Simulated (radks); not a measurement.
Atomic calculation, with input and output: N⁻

System: the N⁻ ion in the configuration [He] 2s2 2p4 (high spin). A Watson sphere of charge 1.41 and radius 1.63 bohr holds the anion.
Method: non-relativistic Kohn-Sham, r2SCAN, spin-polarised, spherical densities, point nucleus (the in-house radial solver radks).

### The program's output
```
1s      1   1.0000         -14.35810765
2s      1   1.0000          -0.98470973
2p      1   3.0000          -0.52002048
1s      2   1.0000         -14.31457515
2s      2   1.0000          -0.85598914
2p      2   1.0000          -0.39456841
Etot -60.98137117042114
Ekin 55.51321218926399
Encl -140.3164801990301
Eh 31.039976919926318
Exc -7.218080080581332
err 4.640070789413292e-07
it 11
```

### Orbitals

| orbital | occupation | energy (eV) | ⟨r⟩ (bohr) | outer maximum (bohr) |
| --- | --- | --- | --- | --- |
| 1s up | 1 | −390.704 | 0.2301 | 0.149 |
| 1s down | 1 | −389.519 | 0.2292 | 0.148 |
| 2s up | 1 | −26.795 | 1.318 | 1.03 |
| 2s down | 1 | −23.293 | 1.366 | 1.06 |
| 2p up | 3 | −14.150 | 1.424 | 1.02 |
| 2p down | 1 | −10.737 | 1.543 | 1.09 |

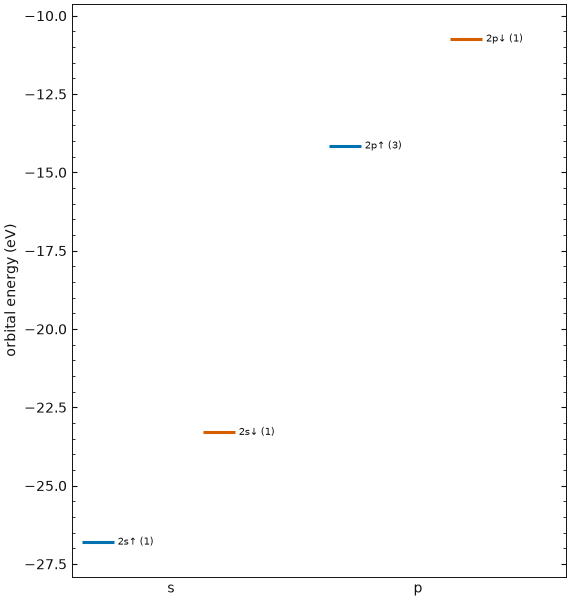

Fig. 1: The outer levels are drawn (occupations in brackets, up spins at the left of each column and down spins at the right). The highest occupied level is 2p down at −10.7 eV. From the top down the occupied levels run 2p down (−10.7 eV), 2p up (−14.2 eV), 2s down (−23.3 eV), 2s up (−26.8 eV). The largest exchange splitting (down less up) among the shells drawn in both spins is that of 2s, 3.50 eV.

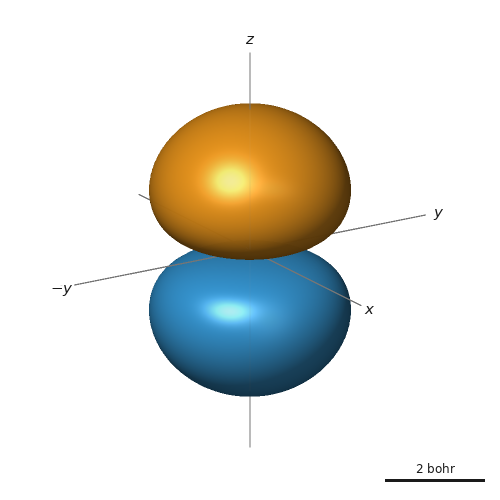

Fig. 2: One occupied orbital of down spin is shown. The surface of constant |ψ| that holds about 90 % of the electron is drawn, orange where ψ is positive and blue where it is negative. The radial function comes from the spherical calculation and is multiplied by a real spherical harmonic; the overall sign is chosen so that the largest lobe of P(r) is positive. It is 2p(z) of down spin. It has the nodal plane xy and no radial node. The maximum of P² lies at 1.09 bohr, ⟨r⟩ = 1.54 bohr, 90 % of the charge lies within 2.62 bohr, and the eigenvalue is −10.7 eV, with 1 electron in the shell for this spin.

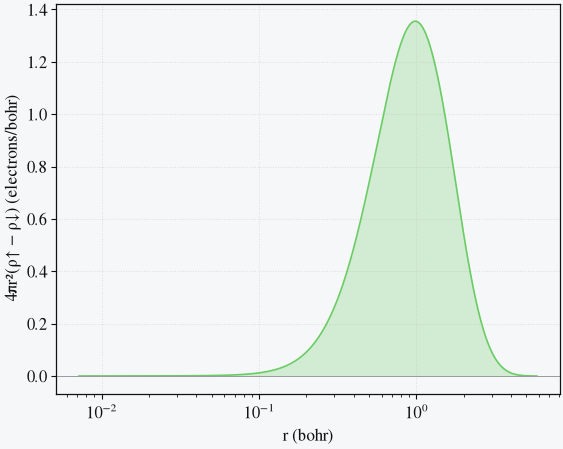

Fig. 3: The radial spin density. The curve integrates to 2 unpaired electrons, held by 2p (+2). Its largest value, 1.36 electrons/bohr, lies near r = 0.98 bohr. Regions of the opposite sign are negligible. At the nucleus the spin density is 0.0502 bohr⁻³.

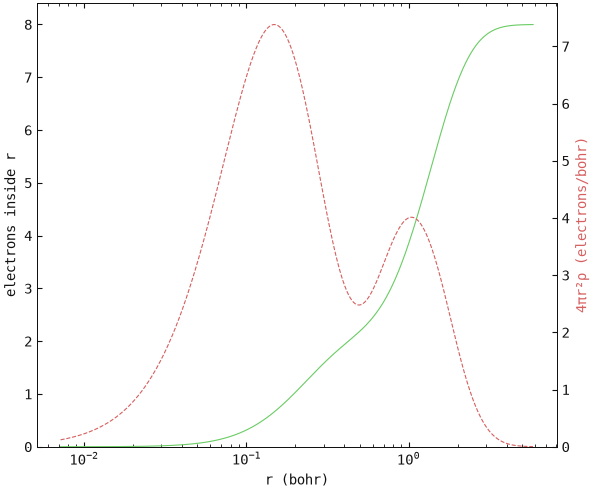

Fig. 4: The number of electrons inside radius r (solid) and the radial density 4πr²ρ (dashed). The count levels off at 8 electrons. Half of them lie within 1.04 bohr, 90 % within 2.18 bohr and 99 % within 3.49 bohr. The radial density has a minimum at 0.495 bohr, where the count stands at 2.2; this parts the shells that the density resolves.

### Input
```
Z 7
configuration [He] 2s2 2p4
relativity non-relativistic
functional r2scan,r2scan
spin polarised
nucleus point
watson charge 1.41 radius 1.63 bohr
```

Energies in input and log are in hartree, lengths in bohr.

The run was one of a batch that the task file lists, launched with:
```bash
python <driver script> task.json out
```

### Key numbers

```
                                               quantity                                                                 value
                                                outcome                                                             converged
           total energy (with the Watson sphere's term)                                                    −60.981371 hartree
                                         kinetic energy                                                     55.513212 hartree
electron–nucleus energy (with the Watson sphere's term)                                                   −140.316480 hartree
                                         Hartree energy                                                     31.039977 hartree
                            exchange–correlation energy                                                     −7.218080 hartree
                        radius at density 0.001 e/bohr³                                                             3.47 bohr
                                         SCF iterations                                                                    11
                                               hardware  1 thread of Arm Neoverse N1, 45 GiB of memory available, shared host
```

### Remarks

The sphere shifts the levels inside it by its charge over its radius, about 24 eV.
